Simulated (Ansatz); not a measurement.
## Electronic structure of C4H6N2SSe (SMILES [SeH]CCc1ncsn1) in real space

Input

```
crystal:
  periodic: [false, false, false]
  atoms:
    - {symbol: C, position_ang: [-1.998709, -1.308933, 0.068053]}
    - {symbol: C, position_ang: [-0.516066, -1.646001, 0.155910]}
    - {symbol: C, position_ang: [0.270379, -0.904281, -0.877065]}
    - {symbol: C, position_ang: [1.017213, 0.887996, -1.855064]}
    - {symbol: N, position_ang: [0.288777, 0.466369, -0.865228]}
    - {symbol: N, position_ang: [0.934504, -1.535874, -1.816362]}
    - {symbol: S, position_ang: [1.664785, -0.405277, -2.783459]}
    - {symbol: Se, position_ang: [-3.102533, -2.226524, 1.392335]}
    - {symbol: H, position_ang: [-2.540809, -1.503495, 2.544407]}
    - {symbol: H, position_ang: [-2.412599, -1.626840, -0.900924]}
    - {symbol: H, position_ang: [-2.159652, -0.225690, 0.155029]}
    - {symbol: H, position_ang: [-0.133272, -1.364828, 1.150781]}
    - {symbol: H, position_ang: [-0.349501, -2.722960, 0.024038]}
    - {symbol: H, position_ang: [1.204298, 1.941619, -2.077692]}
basis:
  gaussian:
    orbitals: def2-SVPD
output:
  forces: true
  orbitals: {seedname: orbitals}
hamiltonian:
  xc: pbe0
```

Run with:

```sh
ansatz run input.yaml --threads 4 --pin off --max-ram 7830MiB --events-out events.jsonl --progress --plain --runs-dir runs
```

Geometry: PBE0-D3(BJ)/def2-SVP.

Theory: Ansatz 0.2.0, isolated molecule in a Gaussian basis; Kohn-Sham density functional theory, functional PBE0.

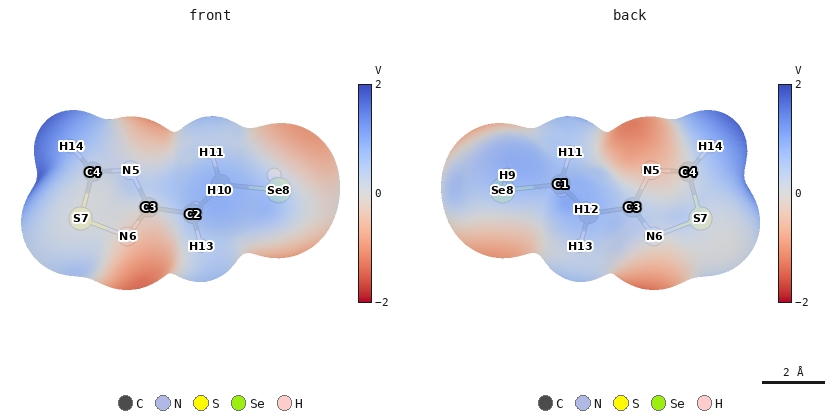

Figure 1. The molecular electrostatic potential painted on the density surface at 0.002 e/bohr³, seen from the front and from behind; the colour scale runs from red (negative) to blue (positive).

### Where is the surface potential most negative and most positive?

The most negative region (about −1.3 V) lies over N6, the most positive (about +1.7 V) over C4, S7 and H14. N6 is the likeliest acceptor of a hydrogen bond.

### How polar is the molecule by this calculation?

Its dipole moment is 2.46 D.

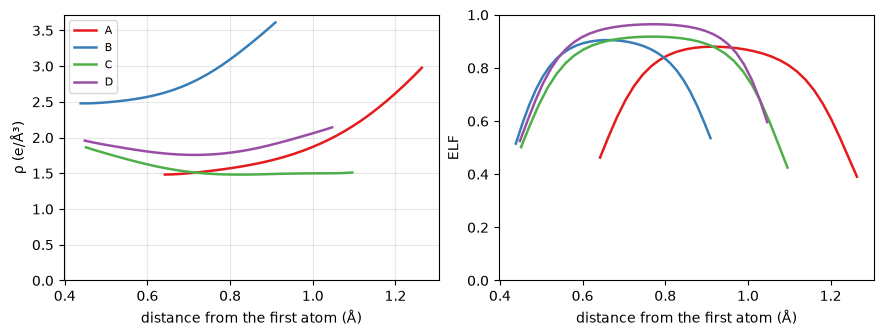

Figure 2. Total electron density and electron localisation function along straight lines between neighbouring atoms. The curves leave out the atomic cores.

### Which curve belongs to which contact (C–C, C–N, C–S and S–N)? The first atom named is at distance zero.

Curve A: S–N (1.66 Å): the density is about 1.6 e/Å³ at the midpoint; the ELF peaks at about 0.90 between the atoms: localised, covalent bonding. Curve B: C–N (1.30 Å): ρ is about 2.6 e/Å³ halfway; the ELF peaks at about 0.90 between the atoms: localised, covalent bonding. Curve C: C–S (1.72 Å): the density is about 1.5 e/Å³ at the midpoint; the ELF peaks at about 0.90 between the atoms (localised, covalent bonding). Curve D: C–C (1.50 Å): ρ at the midpoint is about 1.8 e/Å³; the ELF peaks at about 0.95 between the atoms: a shared electron pair.

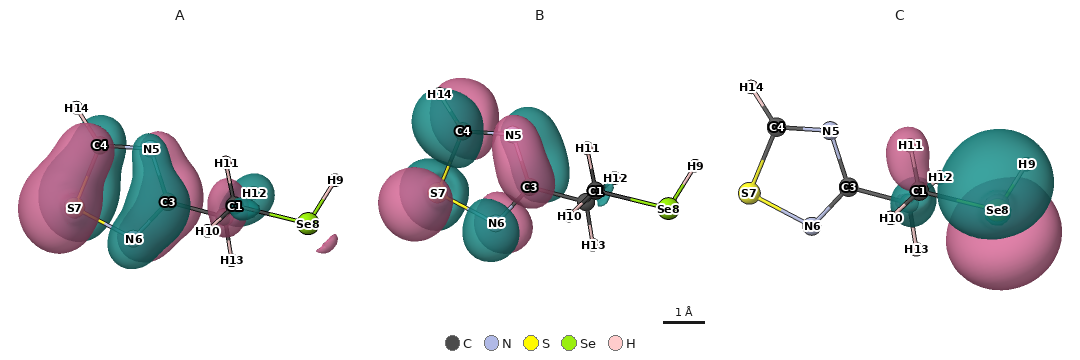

Figure 3. Three frontier orbitals at ±0.1 Å⁻³ᐟ² (teal and pink are the two phases), in no order.

### Order the three orbitals by energy and name them.

A is the HOMO−1 (−8.07 eV). Its weight (Hirshfeld) is mainly on S7 (about 40 %), C3 (about 15 %), N6 (about 15 %) and C4 (about 10 %). C is the HOMO (−6.60 eV). Its weight (Hirshfeld) is mainly on Se8 (about 85 %); largely a lone pair of Se8. B is the LUMO (−1.53 eV). It lies mainly on C4 (about 30 %), S7 (about 25 %), N6 (about 15 %), N5 (about 10 %) and C3 (about 10 %).

### What is the HOMO–LUMO gap?

5.07 eV between the orbital energies.
